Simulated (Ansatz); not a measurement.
Input

```
crystal:
  periodic: [false, false, false]
  atoms:
    - {symbol: C, position_ang: [-0.766991, -0.851095, -2.019252]}
    - {symbol: C, position_ang: [0.364860, -1.136458, -1.482769]}
    - {symbol: Si, position_ang: [-2.285528, -0.517672, -2.826741]}
    - {symbol: Si, position_ang: [1.845882, -1.344228, -0.486762]}
    - {symbol: H, position_ang: [2.529310, -2.273722, -1.506098]}
basis:
  gaussian:
    orbitals: def2-TZVPD
magnetization:
  spin_polarized: true
  initial_magnetization: 1
hamiltonian:
  xc: pbe0
output:
  forces: true
  orbitals: {seedname: orbitals}
```

Launched as:

```sh
ansatz run input.yaml --threads 1 --pin off --max-ram 2610MiB --events-out events.jsonl --progress --plain --runs-dir runs
```

Geometry: PBE-D3(BJ)/def2-SVP.

These are results of Ansatz, isolated molecule in a Gaussian basis; Kohn-Sham density functional theory, functional PBE0, not measurements.

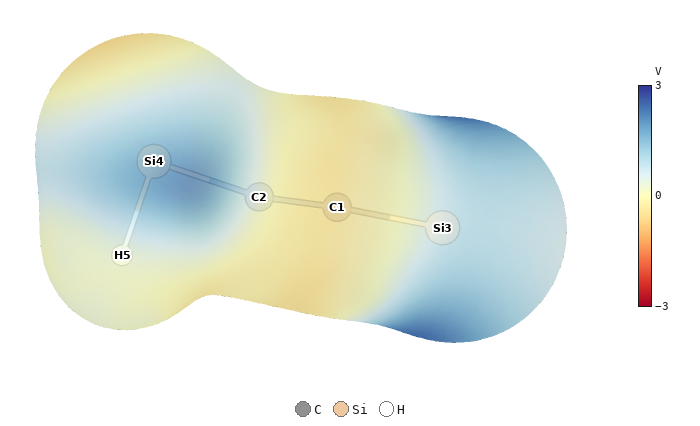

C$_{2}$HSi$_{2}$ (doublet). The molecular electrostatic potential painted on the density surface at 0.004 e/bohr³, seen at a tilt; red is negative and blue positive.

**Which sites attract a positive test charge, and which a negative one?**

A positive charge is drawn to the negative regions and a negative charge to the positive ones. The most negative region (about −0.5 V) lies over C1, C2 and Si4, the most positive (about +2.4 V) over Si3.

**What dipole moment does the calculation give?**

Its dipole moment is 1.29 D.
